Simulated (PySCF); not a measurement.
# CuFCl: relaxation and vibrations of the doublet

The task is one start of a wider search on CuFCl: the doublet, from a bent start. It is relaxed, tested by its Hessian and followed downhill if it is a saddle.

The runs use PySCF 2.14.0; PBE0, basis Cu def2-TZVP, F def2-TZVP, Cl def2-TZVP, no relativity, density fitting.

## Step 1: Where the work starts

3 atoms, charge 0, spin multiplicity 2.

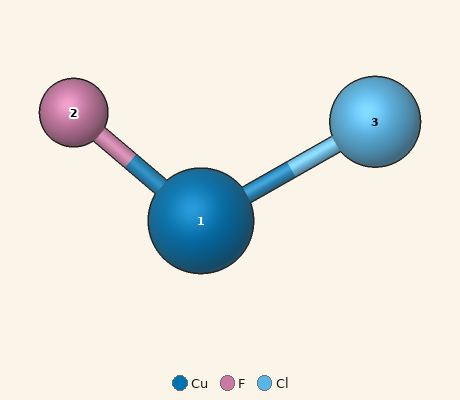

The starting geometry (colours as in the key); atoms are numbered from 1 in the order of the file.

```xyz
3
charge 0 multiplicity 2
Cu    0.0000    0.0000    0.0000
F    -1.4417    0.0000    1.0095
Cl    1.7284    0.0000    1.2102
```

## Step 2: First SCF at the start

The steps below are one call of a driver around PySCF. For each, scf.py gives the equivalent set-up of the SCF; relaxations use the driver's own optimiser. After this first run the driver tries any further starts and a stability analysis.

Contents of scf.py:

```python
from pyscf import gto, scf, dft
mol = gto.M(atom='''
Cu     0.000000     0.000000     0.000000
F     -1.441700     0.000000     1.009500
Cl     1.728400     0.000000     1.210200''',
    basis={'Cu': 'def2-TZVP', 'F': 'def2-TZVP', 'Cl': 'def2-TZVP'},
    charge=0, spin=1)
mf = dft.UKS(mol, xc='PBE0')
mf.grids.atom_grid = (50, 194)
aux = {'Cu': 'def2-universal-JKFIT', 'F': 'def2-universal-JKFIT', 'Cl': 'def2-universal-JKFIT'}
mf = mf.density_fit(auxbasis=aux)
mf.conv_tol = 1e-08
mf.diis_space = 10
mf.max_cycle = 60
mf.init_guess = 'minao'
mf.verbose = 4
mf.kernel()
```

Launch:

```bash
> OMP_NUM_THREADS=4 python axn.py task.json out
```

Output:

```text
init E= -2199.75108634763
[... the frontier-level lines of each cycle are left out ...]
cycle= 1 E= -2198.29803315095  delta_E= 1.45  |g|= 3.07  |ddm|= 1.29
cycle= 2 E= -2190.02127272724  delta_E= 8.28  |g|= 6.51  |ddm|=  4.1
cycle= 3 E= -2199.38796682341  delta_E= -9.37  |g|= 1.81  |ddm|= 3.56
cycle= 4 E= -2198.82772262187  delta_E= 0.56  |g|=  1.8  |ddm|= 1.42
cycle= 5 E= -2200.09672308967  delta_E= -1.27  |g|= 0.224  |ddm|= 1.17
cycle= 6 E= -2200.0848191736  delta_E= 0.0119  |g|= 0.428  |ddm|= 0.503
cycle= 7 E= -2200.13526974716  delta_E= -0.0505  |g|= 0.181  |ddm|= 0.182
cycle= 8 E= -2200.14319004352  delta_E= -0.00792  |g|= 0.0766  |ddm|= 0.0821
cycle= 9 E= -2200.14516349969  delta_E= -0.00197  |g|= 0.0147  |ddm|= 0.0682
cycle= 10 E= -2200.1453142455  delta_E= -0.000151  |g|= 0.00369  |ddm|= 0.0231
cycle= 11 E= -2200.1453500764  delta_E= -3.58e-05  |g|= 0.00242  |ddm|= 0.0104
cycle= 12 E= -2200.14537425986  delta_E= -2.42e-05  |g|= 0.00233  |ddm|= 0.0089
cycle= 13 E= -2200.14540426492  delta_E= -3e-05  |g|= 0.00111  |ddm|= 0.0147
cycle= 14 E= -2200.14541811599  delta_E= -1.39e-05  |g|= 0.000829  |ddm|= 0.0116
cycle= 15 E= -2200.14542377568  delta_E= -5.66e-06  |g|= 0.000368  |ddm|= 0.00953
cycle= 16 E= -2200.14542434665  delta_E= -5.71e-07  |g|= 0.000196  |ddm|= 0.00324
cycle= 17 E= -2200.14542441815  delta_E= -7.15e-08  |g|= 0.000117  |ddm|= 0.000803
cycle= 18 E= -2200.14542445194  delta_E= -3.38e-08  |g|= 4.64e-05  |ddm|= 0.000408
cycle= 19 E= -2200.14542446252  delta_E= -1.06e-08  |g|= 2.36e-05  |ddm|= 0.000287
cycle= 20 E= -2200.14542446458  delta_E= -2.06e-09  |g|= 1.38e-05  |ddm|= 0.000155
Extra cycle  E= -2200.14542446428  delta_E= 3.04e-10  |g|= 4.44e-05  |ddm|= 2.79e-05
converged SCF energy = -2200.14542446428  <S^2> = 0.75500904  2S+1 = 2.0050028
```

This step, with its further starts and checks, needed 19 s of wall time on 4 threads of Arm Neoverse V1, shared host.

Energies from each starting density:

| start | energy (Eh) |
| --- | --- |
| the minimal-basis guess | -2200.145424 |
| a thermally smeared density | -2200.145424 |
| a smeared PBE density | -2200.145424 |

No lower solution of this spin turned up from the other starts or in the test of internal stability.

## Step 3: Bent start, doublet: relaxation

The program finds Cs symmetry in the start, which this walk keeps. The walk stops when the largest gradient is under 0.0003 Eh/bohr and the energy has settled too.

Edit scf.py of step 2 so:

```diff
@@ -3,3 +3,3 @@
-Cu     0.000000     0.000000     0.000000
-F     -1.441700     0.000000     1.009500
-Cl     1.728400     0.000000     1.210200''',
+Cu    -0.282729     0.000000    -0.526089
+F     -1.724429     0.000000     0.483411
+Cl     1.445671     0.000000     0.684111''',
@@ -15 +14,0 @@
-mf.init_guess = 'minao'
```

Energy and gradient, step by step:

| step | energy (Eh) | change (kJ/mol) | largest symmetric gradient (Eh/bohr) |
| --- | --- | --- | --- |
| 0 | -2200.145424 | 0.00 | 0.02428 |
| 1 | -2200.149914 | -11.79 | 0.01787 |
| 2 | -2200.157623 | -32.03 | 0.01372 |
| 3 | -2200.159983 | -38.22 | 0.01467 |
| 4 | -2200.161815 | -43.03 | 0.00449 |
| 5 | -2200.162312 | -44.34 | 0.00783 |
| 6 | -2200.162476 | -44.77 | 0.00113 |
| 7 | -2200.162486 | -44.79 | 0.00019 |
| 8 | -2200.162486 | -44.79 | 0.00003 |

The walk took 37 s.

Geometry (Å) and forces (eV/Å) at some steps:

```
step 0
Cu  -0.283   0.000  -0.526  -0.056   0.000   1.249
F   -1.724   0.000   0.483   0.120   0.000  -0.688
Cl   1.446   0.000   0.684  -0.065   0.000  -0.561
step 1
Cu  -0.281   0.000  -0.449   0.043   0.000   0.919
F   -1.779   0.000   0.439  -0.048   0.000  -0.494
Cl   1.498   0.000   0.651   0.004   0.000  -0.424
step 4
Cu  -0.290   0.000  -0.015   0.167   0.000   0.231
F   -2.003   0.000   0.190   0.046   0.000  -0.098
Cl   1.731   0.000   0.467  -0.213   0.000  -0.133
step 8
Cu  -0.293   0.000   0.102  -0.001   0.000   0.001
F   -2.018   0.000   0.125   0.000   0.000   0.000
Cl   1.750   0.000   0.414   0.001   0.000   0.000
```

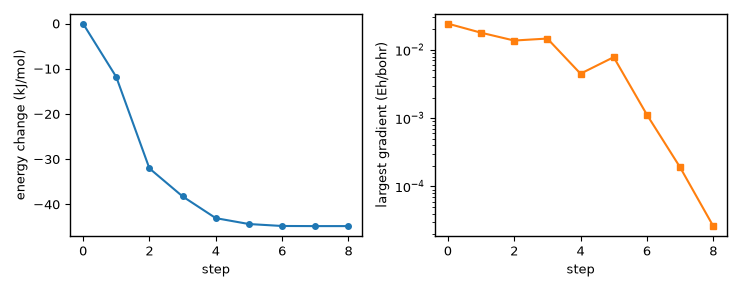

Energy and largest gradient along the walk.

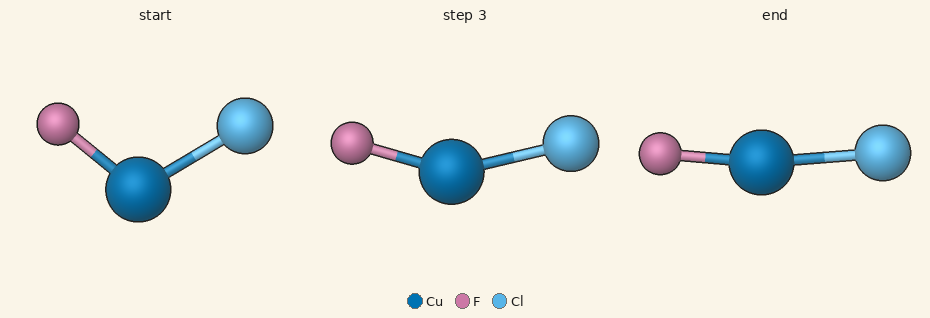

The geometry along the walk, at one scale.

It settles in Cs symmetry, 44.8 kJ/mol below the start, after 8 steps: Cu–Cl 2.067 Å, Cu–F 1.725 Å; Cl–Cu–F 170.6°.

## Step 4: Vibrations and properties at this point

On the finer grid the gradient is checked again; gradients at displacements of ±0.02 bohr then give force constants and infrared intensities.

Edit scf.py of step 3 so:

```diff
@@ -3,3 +3,3 @@
-Cu    -0.282729     0.000000    -0.526089
-F     -1.724429     0.000000     0.483411
-Cl     1.445671     0.000000     0.684111''',
+Cu    -0.330876     0.000000    -0.097359
+F     -2.055681     0.000000    -0.073921
+Cl     1.712426     0.000000     0.214983''',
@@ -9 +9 @@
-mf.grids.atom_grid = (50, 194)
+mf.grids.atom_grid = (75, 302)
@@ -12 +12 @@
-mf.conv_tol = 1e-08
+mf.conv_tol = 1e-10
```

The driver hands on the density of the step before, so the log starts near convergence.

Log of the central SCF (cycles and frontier levels):

```text
init E= -2200.16239048081
[... the frontier-level lines of each cycle are left out ...]
cycle= 1 E= -2200.1623904808  delta_E= 7.73e-12  |g|= 6.78e-06  |ddm|= 3.34e-06
Extra cycle  E= -2200.16239048074  delta_E= 6.28e-11  |g|= 2.08e-05  |ddm|= 9.47e-06
converged SCF energy = -2200.16239048074  <S^2> = 0.75366325  2S+1 = 2.0036599
```

The whole step took 2.3 min.

Geometry: Cs; Cu–Cl 2.067 Å, Cu–F 1.725 Å; Cl–Cu–F 170.5°.

Modes, for the most abundant isotopes:

```json
{"symmetry": "a'", "ω (cm⁻¹)": "104", "IR (km/mol)": "23.0", "μ (u)": "29.87", "type": "bend"}
{"symmetry": "a'", "ω (cm⁻¹)": "394", "IR (km/mol)": "33.7", "μ (u)": "33.97", "type": "stretch"}
{"symmetry": "a'", "ω (cm⁻¹)": "688", "IR (km/mol)": "155", "μ (u)": "23.90", "type": "stretch"}
```

μ is the mass of the mode for normalised Cartesian displacements, not the reduced mass of the usual diatomic formula.

Every mode is real; the point is a minimum.

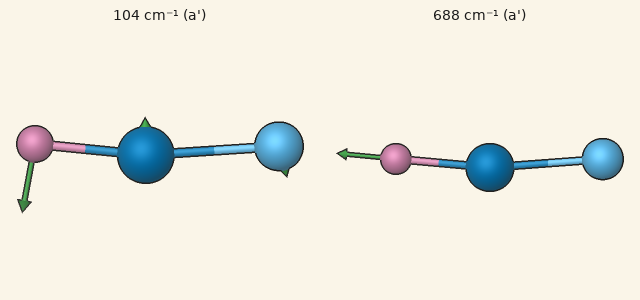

How the atoms move in 2 of the modes.

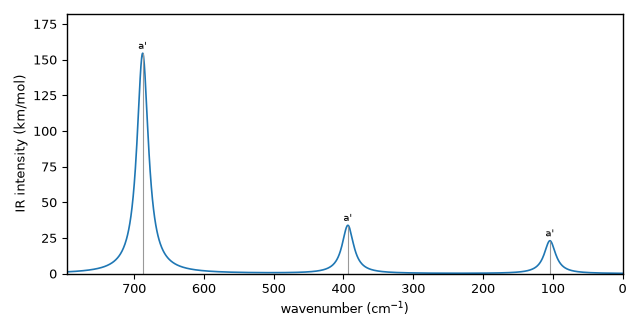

The harmonic infrared spectrum (widths in cm⁻¹). Lines are broadened to a width of 20 cm⁻¹ (Lorentzian).

Constants and moments:

* Dipole moment: 0.95 D
* Highest occupied level: -9.21 eV
* Lowest empty level: -6.14 eV
* Rotational constants: 26.22, 0.08808, 0.08779 cm⁻¹
* Zero-point energy: 7.1 kJ/mol
* Principal polarisabilities: 22.0, 22.2, 76.3 bohr³
* Atomisation energy without zero-point energy: 642 kJ/mol
* Principal traceless quadrupole moments about the centre of mass: -11.05, 5.15, 5.91 D Å
* Entropy at 298.15 K and 1 bar (electronic part: spin only): 284.0 J/(mol K)
* Heat capacity Cp at 298.15 K: 51.2 J/(mol K)
* Enthalpy at 298.15 K above 0 K: 12.96 kJ/mol
* Rotational symmetry number: 1
* Spin squared ⟨S²⟩: 0.754

Charges (e) and bond orders:

| atom | Mulliken | Löwdin | polar tensor | spin (Mulliken) | Mayer order to Cu1 |
| --- | --- | --- | --- | --- | --- |
| Cu1 | 0.77 | 0.26 | 1.32 | 0.72 | – |
| F2 | -0.48 | -0.31 | -0.71 | 0.12 | 0.84 |
| Cl3 | -0.29 | 0.06 | -0.61 | 0.16 | 1.14 |

Outer orbital energies (eV). α occupied: -12.78, -12.78, -11.40, -10.97, -10.76, -10.53, -9.60, -9.33; empty: -1.33, 1.56, 1.63, 2.72. β occupied: -12.36, -12.16, -12.07, -10.95, -10.62, -10.28, -9.37, -9.21; empty: -6.14, -0.98, 1.82, 1.83.

Mulliken populations on Cu1: s 6.51, p 12.33, d 9.40, f 0.00.

## Step 5: Results

| quantity | value |
| --- | --- |
| minimum | doublet, Cs |
| geometry | Cu–Cl 2.067 Å, Cu–F 1.725 Å; Cl–Cu–F 170.5° |
| wavenumbers (cm⁻¹) | 104 (a'), 394 (a'), 688 (a') |
| dipole moment | 0.95 D |
| highest occupied, lowest empty level (either spin) | -9.21, -6.14 eV |
| polar-tensor charge of Cu1 | +1.32 e |
| zero-point energy | 7.1 kJ/mol |
| entropy at 298.15 K | 284.0 J/(mol K) |
| atomisation energy (no zero-point energy) | 642 kJ/mol |
| ⟨S²⟩ | 0.754 |

What this shows: The molecule stays Cs, as typed, and the end point is a minimum. In the infrared the band at 688 cm⁻¹ (a', stretch) leads. Most of the spin sits on Cu1 (Mulliken spin 0.72, against 1 for the whole molecule). Other starts or spin states, not run here, may lie lower. One determinant may miss the lowest occupation of an open d or f shell.

The search up to here took 3.2 min.
